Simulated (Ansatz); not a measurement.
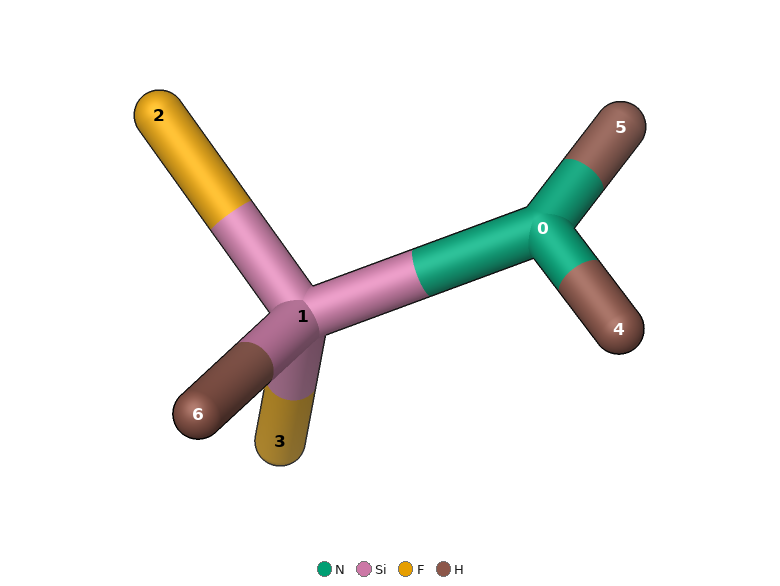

Starting geometry of the run. Atoms are numbered from 0, in the order of the input.

Input file:

```yaml
crystal:
  periodic: [false, false, false]
  atoms:
    - {symbol: N, position_ang: [-0.539172, 0.937900, -0.149038]}
    - {symbol: Si, position_ang: [0.282560, -0.568008, 0.045358]}
    - {symbol: F, position_ang: [1.025373, -0.503113, 1.496687]}
    - {symbol: F, position_ang: [-0.524104, -1.846945, 0.035025]}
    - {symbol: H, position_ang: [-0.703772, 1.125629, -1.054159]}
    - {symbol: H, position_ang: [-1.143147, 1.343080, 0.471622]}
    - {symbol: H, position_ang: [1.470962, -0.664440, -0.836252]}
basis:
  gaussian: {orbitals: STO-3G}
hamiltonian: {xc: {name: wPBEh}}
output: {forces: true}
```

It was started with:

```sh
ansatz run in.yaml --threads 2 --pin off --events-out ev --progress --plain --max-ram 22528MiB --backend cpu
```

Output:

```
Functional definition: wPBEh
  name "wPBEh"
  cite "Heyd, Scuseria & Ernzerhof, J. Chem. Phys. 118, 8207 (2003) doi:10.1063/1.1564060"
  cite "Krukau, Vydrov, Izmaylov & Scuseria, J. Chem. Phys. 125, 224106 (2006) doi:10.1063/1.2404663"
  cite "Heyd & Scuseria, J. Chem. Phys. 120, 7274 (2004) doi:10.1063/1.1668634"
  cite "Ernzerhof & Perdew, J. Chem. Phys. 109, 3313 (1998) doi:10.1063/1.476928"
  cite "Perdew, Burke & Ernzerhof, Phys. Rev. Lett. 77, 3865 (1996) doi:10.1103/PhysRevLett.77.3865"
  parent pbe
  parameter a = 0.25
  parameter omega = 0.11/bohr
  exchange = wpbe_x - a*pbe_x_sr(omega) + a*exact_x_sr(omega)
  correlation = pbe_c
346 factors; integrals over basis functions are off by at most 2.5e-5 eV
60 factors; integrals over basis functions are off by at most 1.9e-7 eV
mean field evaluation 1: about -14649.2660 eV, gradient 2.8e1 eV
mean field evaluation 2: about -14650.2248 eV, gradient 2.3e1 eV
mean field evaluation 4: about -14651.9306 eV, gradient 5.7e-1 eV
mean field evaluation 8: about -14651.9432 eV, gradient 1.3e-2 eV
mean field -14651.94322766 eV, -538.4489821727 hartree, gradient 2.8e-5 eV, S^2 0.000000; 0 other end points of the search recorded, 0 dependent functions left out
the calculation of the forces begins
reference -14651.94324485 eV, -538.4489828042 hartree; 21, 21 occupied and 6, 6 virtual orbitals, 346 factors
Total energy: -14651.94324485 eV, -538.4489828042 hartree
Atom 0 at    -0.539172     0.937900    -0.149038 Å, force     4.313717    -4.365083     1.904696 eV/Å
Atom 1 at     0.282560    -0.568008     0.045358 Å, force     4.669652     4.977457     1.045088 eV/Å
Atom 2 at     1.025373    -0.503113     1.496687 Å, force    -0.377710    -0.111030     0.440529 eV/Å
Atom 3 at    -0.524104    -1.846945     0.035025 Å, force    -3.176655    -4.367036    -0.251114 eV/Å
Atom 4 at    -0.703772     1.125629    -1.054159 Å, force    -1.456300     1.993707    -5.619659 eV/Å
Atom 5 at    -1.143147     1.343080     0.471622 Å, force    -2.878440     1.764648     2.857661 eV/Å
Atom 6 at     1.470962    -0.664440    -0.836252 Å, force    -1.094265     0.107337    -0.377201 eV/Å
Dipole moment:    -0.290360     0.056508    -0.250006 e Å
```

Self-consistency was reached.
